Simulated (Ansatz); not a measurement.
A series of calculations on CH$_{9}$BNP

**1. Relaxation**

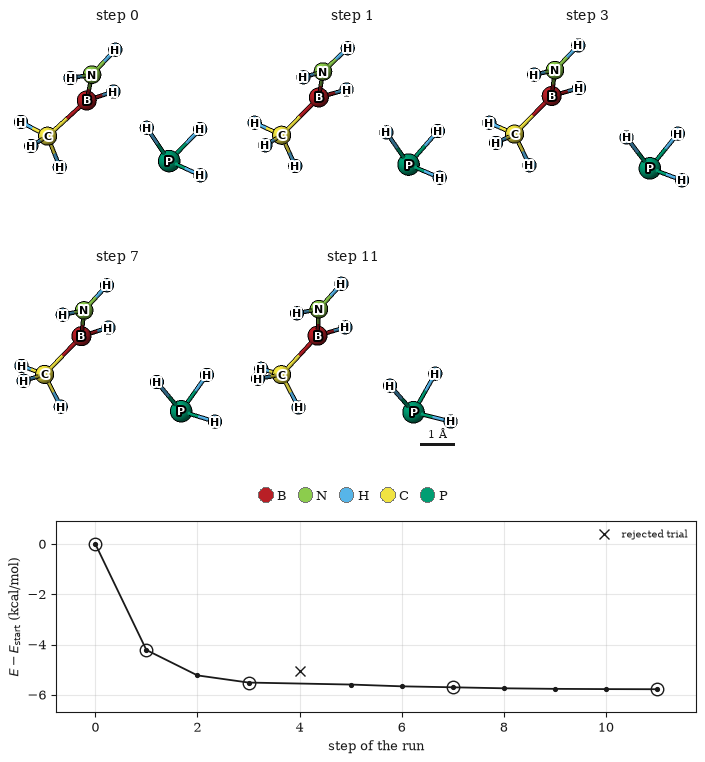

Frames of a relaxation of CH9BNP, marked on the history of the run. The picture is a ball-and-stick view, seen at a tilt.

The run prepares an end point of a later path (reaction) calculation, from a guessed geometry.

Level of theory: RKS r2SCAN-D4/6-31G* in Ansatz. Settings: no spin polarisation; force threshold 0.03 eV/Å; at most 50 steps.

### Describe the path.

The atom that moves furthest after the best rigid fit is an H atom (0.58 Å). Largest moves by element: H 0.58 Å, P 0.41 Å, N 0.31 Å, B 0.21 Å, C 0.08 Å. Near-neighbour distances that change, for instance: B–N 1.473 → 1.400 Å, B–H 1.201 → 1.206 Å, B–C 1.569 → 1.574 Å. Bond angles that change, for instance: H–P–H 96.1° → 93.4°. Over 10 accepted moves (11 points after the start) the energy falls by 5.78 kcal/mol. The largest force component goes from 2.2 to 0.028 eV/Å. The line search rejected the trial step at point 4 of the run. Cost: 17 s on 2 threads of Intel(R) Xeon(R) 6975P-C (Granite Rapids), on a shared host, peak memory 0.18 GiB. From step 0 to 1: an H atom moves most (0.20 Å), energy −4.22 kcal/mol. From step 1 to 3: an H atom moves most (0.23 Å), energy −1.30 kcal/mol. From step 3 to 7: an H atom moves most (0.13 Å), energy −0.19 kcal/mol. From step 7 to 11: an H atom moves most (0.20 Å), energy −0.08 kcal/mol.

Limits of the set-up: the start holds two separate molecules, 2.3 Å apart at their closest, whose relative position is a soft coordinate.

**2. Relaxation**

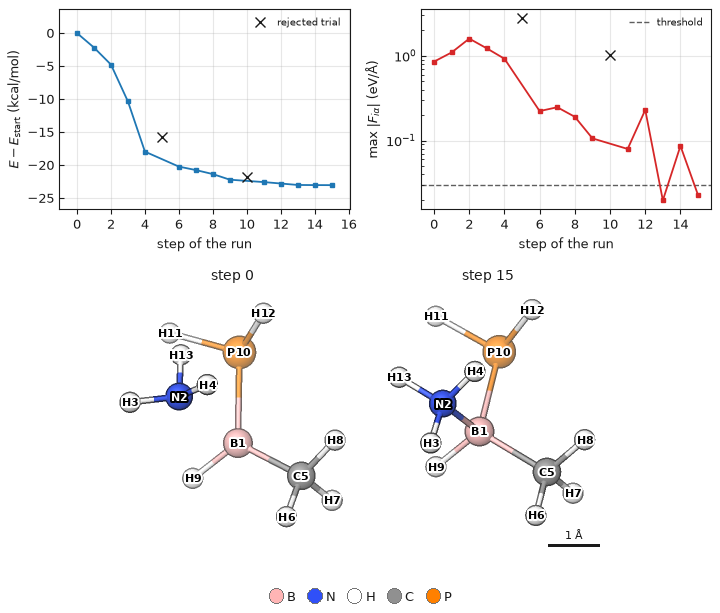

First and last geometry of a relaxation of CH9BNP, with the history of the run. Style: ball-and-stick. Shown from a free direction.

The run prepares an end point of a later path (reaction) calculation, from a guessed geometry.

Level of theory: Ansatz 0.2.0, RKS r2SCAN-D4/6-31G*.

Input
```yaml
crystal:
  periodic: [false, false, false]
  atoms:
    - { symbol: B, position_ang: [-0.09259, 0.618572, -0.429248] }
    - { symbol: "N", position_ang: [-0.047988, -0.151984, 2.198085] }
    - { symbol: H, position_ang: [-0.744952, -0.69422, 2.701517] }
    - { symbol: H, position_ang: [0.819041, -0.198652, 2.7279] }
    - { symbol: C, position_ang: [1.364006, 0.132884, -0.749124] }
    - { symbol: H, position_ang: [1.473277, -0.950468, -0.610016] }
    - { symbol: H, position_ang: [1.54111, 0.32545, -1.822645] }
    - { symbol: H, position_ang: [2.163572, 0.645313, -0.198698] }
    - { symbol: H, position_ang: [-1.042909, -0.005577, -0.820277] }
    - { symbol: P, position_ang: [-0.472868, 2.413727, 0.102584] }
    - { symbol: H, position_ang: [-1.652318, 2.252848, 0.880836] }
    - { symbol: H, position_ang: [0.43127, 2.632535, 1.178648] }
    - { symbol: H, position_ang: [-0.35475, 0.837771, 2.206236] }
basis:
  gaussian: { orbitals: "6-31G*" }
hamiltonian:
  xc: r2scan
  dispersion: d4
relax:
  f_tol: 0.03
  max_steps: 50
output:
  orbitals: {}
```

Command:
```bash
ansatz run input.yaml --threads 2 --pin off --max-ram 3072MiB --backend cpu --events-out ev --progress --plain --runs-dir out
```

Read the history and describe the run.

Answer. It converged. The atom that moves furthest after the best rigid fit is H3 (1.21 Å). By element the largest moves are H 1.21 Å, B 0.57 Å, N 0.51 Å, C 0.29 Å, P 0.09 Å. Some distances before and after: B1–N2 2.738 → 1.660 Å, B1–P10 1.911 → 1.981 Å, B1–C5 1.568 → 1.610 Å, N2–H13 1.036 → 1.022 Å. New bonds form, among them: B1–N2 (2.74 → 1.66 Å). Among the angles between lasting bonds that change: C5–B1–P10 122.2° → 113.1°, C5–B1–H9 120.5° → 114.8°, H9–B1–P10 114.9° → 109.7°. Over 13 accepted moves (15 points after the start) the energy falls by 23.0 kcal/mol. Largest force component: 0.85 eV/Å at the start, 0.023 eV/Å at the end. The line search rejected the trial steps at points 5, 10 of the run. The forces were under the threshold at step 13, but the run went on from there.

```
step  E − E(0), kcal/mol  largest force component, eV/Å      note
   0                0.00                         0.8536          
   1               -2.20                         1.0954          
   2               -4.78                         1.5939          
   3              -10.37                         1.2224          
   4              -17.96                         0.9224          
   5              -15.78                         2.8008  rejected
   6              -20.23                         0.2225          
   7              -20.75                         0.2471          
   8              -21.36                         0.1904          
   9              -22.21                         0.1060          
  10              -21.88                         1.0215  rejected
  11              -22.58                         0.0796          
  12              -22.79                         0.2298          
  13              -23.01                         0.0197          
  14              -23.03                         0.0864          
  15              -23.04                         0.0227
```

Limits of the set-up: the start holds two separate molecules, 2.2 Å apart at their closest, whose relative position is a soft coordinate.

**3. Path**

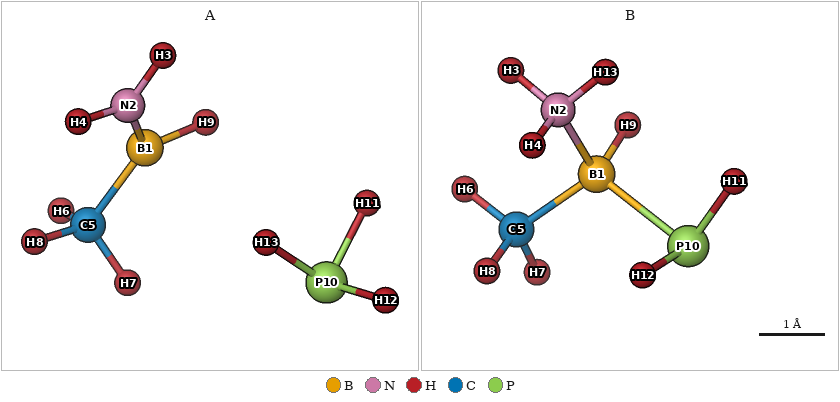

The two relaxed end points of a path for CH9BNP, made up at the start of CH6BN and PH3. A ball-and-stick model, seen at a tilt.

These are results of RKS r2SCAN-D4/6-31G* (Ansatz), not measurements.

Settings: 7 movable images; climbing image; force threshold 0.05 eV/Å; iteration limit 60.

Start:
```xyz
13

B     0.1525   -0.4469    0.2257
N     0.2189   -0.8364    1.5690
H    -0.5964   -0.9929    2.1454
H     1.0925   -1.0033    2.0526
C     1.4491   -0.2263   -0.6388
H     1.4358   -0.8745   -1.5260
H     1.4799    0.8007   -1.0280
H     2.3887   -0.4114   -0.1014
H    -0.9489   -0.2848   -0.2385
P    -0.5529    3.1433    0.7226
H    -1.8440    2.5507    0.8031
H    -0.8781    4.1616    1.6647
H    -0.0132    2.2784    1.7153
```

End:
```xyz
13

B    -0.1209    0.5267    0.1245
N    -0.0971   -0.0771    1.6710
H     0.0379   -1.0927    1.6756
H     0.6678    0.3418    2.2062
C     1.2917    0.1333   -0.5396
H     1.4625   -0.9556   -0.5711
H     1.3316    0.4788   -1.5804
H     2.1606    0.5832   -0.0311
H    -1.0890   -0.0054   -0.3837
P    -0.4113    2.4831    0.2296
H    -1.4741    2.5161    1.1911
H     0.5910    2.7955    1.2087
H    -0.9669    0.1304    2.1650
```

### What barrier does the band find between them, and by what path?

The highest point, image 5, lies 1.71 eV above the start and 1.61 eV above the end; the end is at +0.09 eV relative to the start. Image 1 lies below both ends, at −0.01 eV, which points to an intermediate minimum that so few images don't resolve. Breaking: P10–H13 (1.42 → 1.73 at the top → 3.10 Å). Forming: B1–P10 (3.69 → 2.30 at the top → 1.98 Å), N2–H13 (3.13 → 1.39 at the top → 1.02 Å). The band converged in 24 iterations. The largest component of the band force went from 19 to 0.029 eV/Å. The climbing image converged on the top of the path. Its vibrational analysis gives one imaginary mode (1274i cm⁻¹), as a transition state must have.

Energies of the converged images:

```json
{"image": "0", "path (Å)": "0.00", "E (eV)": "0.000"}
{"image": "1", "path (Å)": "1.22", "E (eV)": "-0.006"}
{"image": "2", "path (Å)": "2.44", "E (eV)": "0.006"}
{"image": "3", "path (Å)": "3.67", "E (eV)": "0.011"}
{"image": "4", "path (Å)": "4.89", "E (eV)": "0.203"}
{"image": "5", "path (Å)": "6.11", "E (eV)": "1.706"}
{"image": "6", "path (Å)": "6.97", "E (eV)": "0.350"}
{"image": "7", "path (Å)": "7.82", "E (eV)": "0.152"}
{"image": "8", "path (Å)": "8.68", "E (eV)": "0.094"}
```

The geometry at the top of the path:

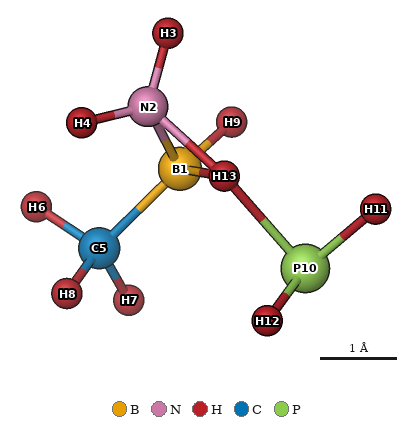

Limits of the set-up: the start holds two separate molecules, 3.1 Å apart at their closest, whose relative position is a soft coordinate.

Cost: 3.7 min on 2 threads of Intel(R) Xeon(R) 6975P-C (Granite Rapids), with other jobs on the host, peak memory 0.16 GiB.
